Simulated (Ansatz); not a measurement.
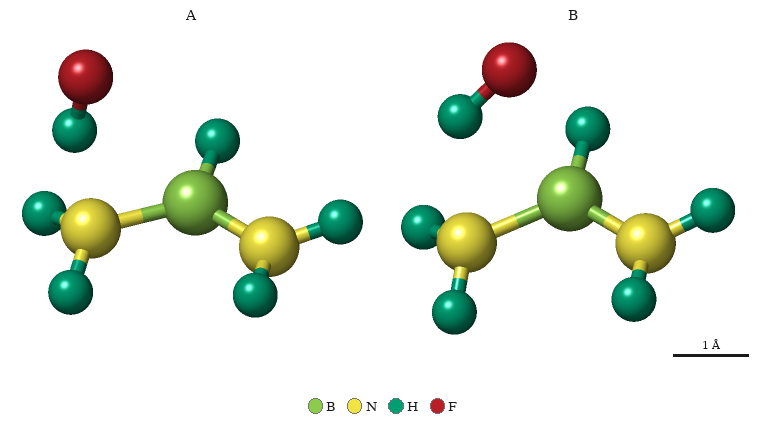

Two geometries of BN2H6F, drawn at one scale. One is the start of a relaxation, the other its converged end. Style: ball-and-stick. Shown at a tilt.

Level of theory: RKS B3LYP-D4/6-31G* (Ansatz). (no spin polarisation; force threshold 0.03 eV/Å; at most 50 steps)

### Which of the two is the end point?

Structure A is the relaxed one. The run prepares an end point of a later path (reaction) calculation, from a guessed geometry. The energy falls by 26.3 kJ/mol in 6 accepted moves (7 points after the start). The largest force component goes from 1.7 to 0.023 eV/Å. The line search rejected the trial step at point 5 of the run. The largest move after the best rigid fit is that of the F atom, 0.60 Å. By element the largest moves are F 0.60 Å, H 0.34 Å, N 0.23 Å, B 0.14 Å. Among the contacts that change: B–N 1.499 → 1.446 Å, F–H 0.933 → 0.958 Å, B–N 1.407 → 1.402 Å. Cost: 23 s on 1 thread of Arm Neoverse V1, on a shared host, peak memory 0.14 GiB.

Limits of the set-up: the start holds two separate molecules, 2.2 Å apart at their closest, whose relative position is a soft coordinate.
